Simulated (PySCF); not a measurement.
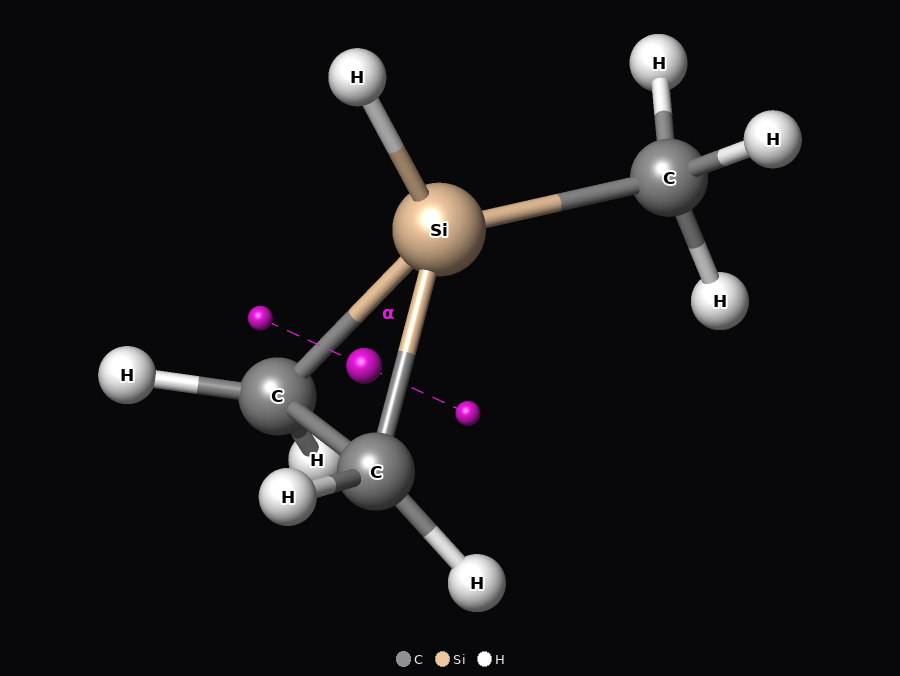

The small points mark where nucleus-independent chemical shifts (NICS) were computed: at the centre of each lettered ring and 1 Å above and below it. The computed structure is the end point of a PBE0-D3(BJ)/def2-SVP optimisation. No frequency run is at hand to confirm it as a minimum. Level of theory: GIAO LC-wPBE/pcSseg-2 NMR shielding, non-relativistic, gas phase (PySCF 2.14.0).

Give NICS(0), NICS(1) and the out-of-plane component NICS(1)zz for each ring (means of the two sides).

| ring | members | NICS(0) | NICS(1) | NICS(1)zz |
| --- | --- | --- | --- | --- |
| α | C2Si | −26.5 | −7.9 | −16.5 |

Values in ppm.
